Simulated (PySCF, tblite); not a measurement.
# n-vinylformamide (C3H5NO): isotopologues and vibrational averages

Aim: rotational constants, zero-point energies and shieldings of isotopologues of n-vinylformamide (C3H5NO) (`C=CNC=O`).

Programs: PySCF 2.14.0 with density-fitted response routines of our own, and tblite 0.8.0. All values are computed, except where a source is named. Atoms count from 0 throughout.

## (1) The molecule as given

10 atoms, charge 0, multiplicity 1; geometry from: force field or distance geometry start.

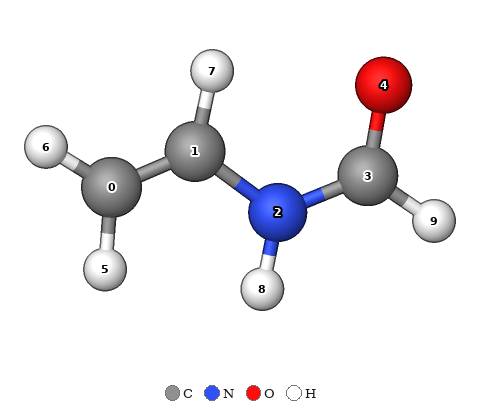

The starting geometry (carbon grey, nitrogen blue, oxygen red, hydrogen white), atoms numbered.

## (2) GFN2-xTB relaxation, lowest of a short conformer search

Job settings and geometry (Å):

```
{"job": {"xc": "GFN2-xTB", "basis": "xTB", "kind": "relax"}, "charge": 0, "multiplicity": 1}
C     -2.331200     0.916700    -1.512100
C     -1.689900     0.108300    -0.794400
N     -2.374500    -0.832900     0.083000
C     -1.708800    -1.706100     0.860700
O     -0.436600    -1.700100     0.878800
H     -3.468300     0.846700    -1.442000
H     -1.893800     1.667600    -2.183000
H     -0.549400     0.101800    -0.737800
H     -3.452100    -0.806400     0.057600
H     -2.207200    -2.453200     1.558800
```

On the command line:

```bash
> OMP_NUM_THREADS=1 python ens_run.py task.json out
```

This one command runs the whole study; its stages follow in the order run.

Log:

```text
step      E/eV     max force
  0    -432.69298    5.986
  1    -432.83747    5.143
  2    -433.20433    1.545
  3    -433.25946    2.228
  4    -433.33370    0.680
  5    -433.38757    0.660
  6    -433.40743    0.508
  7    -433.42829    0.279
  8    -433.43389    0.223
  9    -433.43679    0.193
 10    -433.43899    0.173
 11    -433.44144    0.179
 12    -433.44322    0.135
 13    -433.44436    0.083
 14    -433.44511    0.076
 15    -433.44562    0.050
 16    -433.44584    0.038
 17    -433.44594    0.029
 18    -433.44602    0.032
 19    -433.44611    0.026
 20    -433.44616    0.016
 21    -433.44618    0.007
 22    -433.44618    0.006
 23    -433.44618    0.005
 24    -433.44618    0.004
```

Run time: 0.15 s. Hardware: 1 thread of Intel Xeon Platinum 8488C, shared host.

Gain 0.753 eV; displacement 0.10 Å root mean square.

## (3) Tight optimisation and Hessian

Job settings and geometry (Å):

```
{"job": {"xc": "B3LYP", "basis": "pcSseg-1", "grid": 2, "temperatures": [298.15, 300], "kind": "geom"}, "charge": 0, "multiplicity": 1}
C     -2.402172     0.930048    -1.518689
C     -1.722712     0.091214    -0.753577
N     -2.319058    -0.839550     0.087618
C     -1.615429    -1.697910     0.868570
O     -0.416184    -1.762427     0.930581
H     -3.479354     0.941485    -1.535934
H     -1.899293     1.633675    -2.153875
H     -0.643955     0.059668    -0.718532
H     -3.328806    -0.862589     0.104151
H     -2.284881    -2.351303     1.459303
```

Log:

```text
step   0  E = -6728.6545309 eV  max force = 0.78667
step   1  E = -6728.6796766 eV  max force = 0.16476
step   2  E = -6728.6802288 eV  max force = 0.03231
step   3  E = -6728.6802502 eV  max force = 0.00070
step   4  E = -6728.6802502 eV  max force = 0.00070
step   5  E = -6728.6802503 eV  max force = 0.00006
harmonic wavenumbers (cm-1): 131.9 225.8 307.1 429.2 590.3 709.2 807.2 867.1 914.1 1011.3 1023.6 1132.3 1243.6 1314.2 1406.3 1427.5 1519.9 1709.2 1795.6 2951.1 3136.2 3201.6 3235.6 3576.0
```

Run time: 12 min. Hardware: 1 thread of Intel Xeon Platinum 8488C, shared host; peak memory 0.62 GiB.

## (4) Displacements along the modes, parent

Job settings and geometry (Å):

```
{"job": {"xc": "B3LYP", "basis": "pcSseg-1", "grid": 2, "temperatures": [298.15, 300], "kind": "vib", "mass_numbers": [12, 12, 14, 12, 16, 1, 1, 1, 1, 1]}, "charge": 0, "multiplicity": 1}
C     -2.407777     0.946447    -1.533315
C     -1.734645     0.096072    -0.758764
N     -2.324679    -0.843349     0.090575
C     -1.610959    -1.711823     0.881590
O     -0.403077    -1.767412     0.937715
H     -3.495466     0.973915    -1.563490
H     -1.871719     1.646023    -2.165108
H     -0.649746     0.064120    -0.724537
H     -3.335553    -0.893013     0.130815
H     -2.278222    -2.368667     1.474133
```

Log:

```text
mode    cm-1    km/mol   phi_rrr   E(+)/cm-1  E(-)/cm-1
  1    131.88     0.10       0.1      29.38      29.44
  2    225.83    13.68      29.5      42.07      40.00
  3    307.09    38.57       0.1      57.05      57.00
  4    429.25     0.99     -24.9      76.69      78.51
  5    590.26    64.41       1.2     120.54     120.35
  6    709.21     0.09       0.4     129.27     129.13
  7    807.15    11.93     -12.9     144.84     145.78
  8    867.08    67.45       0.0     158.94     158.85
  9    914.12     1.54      67.6     167.60     162.76
 10   1011.31     2.51       0.2     183.63     183.70
 11   1023.56    25.93       0.2     185.98     185.95
 12   1132.29    12.50     118.6     208.32     199.77
 13   1243.64   207.19    -141.6     218.91     229.10
 14   1314.19    11.42     -41.4     235.57     238.56
 15   1406.28    45.71      29.3     254.36     252.25
 16   1427.51     1.47      37.1     258.67     255.99
 17   1519.88   135.76      15.9     274.56     273.43
 18   1709.16   206.30    -281.9     297.89     318.17
 19   1795.59   345.14     482.3     341.29     306.63
 20   2951.14   100.13   -1976.7     466.17     608.00
 21   3136.16     3.75    1451.4     619.85     515.59
 22   3201.62     4.97   -1743.6     518.45     643.60
 23   3235.61     3.13     969.4     620.32     550.69
 24   3576.00    24.38    2345.7     735.00     566.77
```

Wall time 14 min (1 thread of Intel Xeon Platinum 8488C, shared host); peak memory 0.59 GiB.

## (5) Displacements along the modes, 2H at atom 5

Changed since step 4:

```diff
@@ -1,2 +1,2 @@
-{"job": {"xc": "B3LYP", "basis": "pcSseg-1", "grid": 2, "temperatures": [298.15, 300], "kind": "vib", "mass_numbers": [12, 12, 14, 12, 16, 1, 1, 1, 1, 1]}, "charge": 0, "multiplicity": 1}
+{"job": {"xc": "B3LYP", "basis": "pcSseg-1", "grid": 2, "temperatures": [298.15, 300], "kind": "vib", "mass_numbers": [12, 12, 14, 12, 16, 2, 1, 1, 1, 1]}, "charge": 0, "multiplicity": 1}
 C     -2.407777     0.946447    -1.533315
```

Log:

```text
mode    cm-1    km/mol   phi_rrr   E(+)/cm-1  E(-)/cm-1
  1    121.75     0.44      -0.1      26.10      26.05
  2    222.18    13.73      26.7      41.32      39.44
  3    301.13    37.10       0.0      55.95      55.90
  4    396.23     0.40     -23.0      70.80      72.47
  5    584.08    45.12      -1.0     117.01     117.18
  6    664.61    25.98       0.2     120.21     120.13
  7    777.48    65.89      -0.1     143.41     143.53
  8    791.34     4.99       3.7     142.61     142.36
  9    852.78     9.77      55.0     155.73     151.80
 10   1002.74     9.32       0.1     182.61     182.57
 11   1011.57     0.48       0.2     183.71     183.78
 12   1090.54     0.58     -79.4     193.50     199.21
 13   1201.25   124.85      13.9     216.89     215.88
 14   1270.92   103.70      74.6     231.70     226.33
 15   1356.75    10.31      -3.9     244.55     244.84
 16   1425.84     9.73     -26.3     256.14     258.03
 17   1498.29   145.78     -26.2     269.34     271.20
 18   1689.21   213.99     248.8     313.34     295.44
 19   1795.45   351.70    -484.7     306.53     341.36
 20   2331.41     5.06    1185.1     465.04     379.93
 21   2951.14   100.08    1976.7     608.00     466.17
 22   3198.84     3.84    -876.6     547.51     610.45
 23   3216.39     1.39    1468.2     634.88     529.38
 24   3576.00    24.34    2345.7     735.00     566.77
```

It took 12 min on 1 thread of Intel Xeon Platinum 8488C, shared host; peak memory 0.6 GiB.

## (6) Vibrational averages by isotopologue

Job settings and geometry (Å):

```
{"job": {"xc": "B3LYP", "basis": "pcSseg-1", "grid": 2, "temperatures": [298.15, 300], "kind": "iso"}, "charge": 0, "multiplicity": 1}
C     -2.407777     0.946447    -1.533315
C     -1.734645     0.096072    -0.758764
N     -2.324679    -0.843349     0.090575
C     -1.610959    -1.711823     0.881590
O     -0.403077    -1.767412     0.937715
H     -3.495466     0.973915    -1.563490
H     -1.871719     1.646023    -2.165108
H     -0.649746     0.064120    -0.724537
H     -3.335553    -0.893013     0.130815
H     -2.278222    -2.368667     1.474133
```

Log:

```text
parent
  Be/MHz 20003.848 2942.879 2565.459
  B0/MHz 19814.97 2928.956 2552.3
  ZPE/cm-1 17332.9
  <sigma>(0 K)/ppm 78.583 39.758 78.560 17.314 -141.204 26.497 26.552 23.833 25.298 23.119
2H at atom 5
  Be/MHz 19497.268 2818.183 2462.279
  B0/MHz 19310.127 2805.406 2450.2
  ZPE/cm-1 16664.0
  <sigma>(0 K)/ppm 78.925 39.852 78.678 17.322 -141.063 26.582 26.567 23.840 25.303 23.119
```

Run time: 38 min. Hardware: 1 thread of Intel Xeon Platinum 8488C, shared host; peak memory 0.62 GiB. This counts the whole study up to here.

Rotational constants (MHz) at equilibrium and in the ground state:

| isotopologue | Be | B0 | zero-point change (cm⁻¹) |
| --- | --- | --- | --- |
| parent | 20003.8, 2942.9, 2565.5 | 19815.0, 2929.0, 2552.3 | 0.0 |
| 2H at atom 5 | 19497.3, 2818.2, 2462.3 | 19310.1, 2805.4, 2450.2 | -669.0 |

Shieldings of the first species (ppm): at equilibrium, the vibrational parts at 0 K, and the averages:

| atom | equilibrium | anharmonic | harmonic | 0 K | 298.15 K | 300 K |
| --- | --- | --- | --- | --- | --- | --- |
| C0 | 83.80 | -0.39 | -4.83 | 78.58 | 77.72 | 77.71 |
| C1 | 44.32 | -0.92 | -3.64 | 39.76 | 39.03 | 39.02 |
| N2 | 87.24 | -1.22 | -7.46 | 78.56 | 78.93 | 78.93 |
| C3 | 20.84 | -0.70 | -2.82 | 17.31 | 16.81 | 16.80 |
| O4 | -123.22 | -2.30 | -15.69 | -141.20 | -144.61 | -144.65 |
| H5 | 27.01 | 0.03 | -0.55 | 26.50 | 26.47 | 26.46 |
| H6 | 27.03 | -0.04 | -0.44 | 26.55 | 26.53 | 26.53 |
| H7 | 24.32 | -0.04 | -0.44 | 23.83 | 23.86 | 23.86 |
| H8 | 25.76 | -0.02 | -0.44 | 25.30 | 25.31 | 25.31 |
| H9 | 23.62 | -0.12 | -0.38 | 23.12 | 23.10 | 23.10 |

Isotope effects on the shieldings at 0 K (ppb; positive means more shielded):

| atom | 2H at atom 5 |
| --- | --- |
| C0 | 342 |
| C1 | 94 |
| N2 | 118 |
| C3 | 8 |
| O4 | 141 |
| H5 | 86 |
| H6 | 15 |
| H7 | 8 |
| H8 | 5 |
| H9 | 0 |

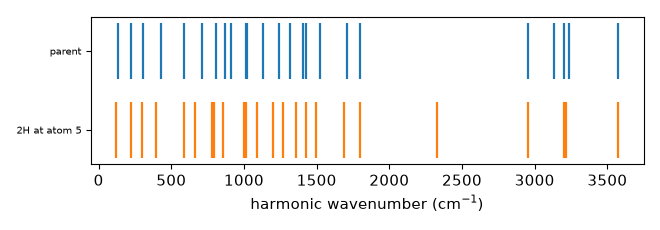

Harmonic wavenumbers of each isotopologue.

## (7) Results

| quantity | value |
| --- | --- |
| point group | Cs |
| B0 of the first species | 19815.0, 2929.0, 2552.3 MHz |
| zero-point energy | 17333 cm⁻¹ |
| zero-point change of σ(O4) | -17.98 ppm |

In words: Zero-point motion changes the shielding of O4 most, by -17.98 ppm. The largest secondary isotope effect is 342 ppb on C0, 1 bond from the change (2H at atom 5). The job flags a low mode; perturbation theory is less sure for low modes. Internal rotors are held in one well.
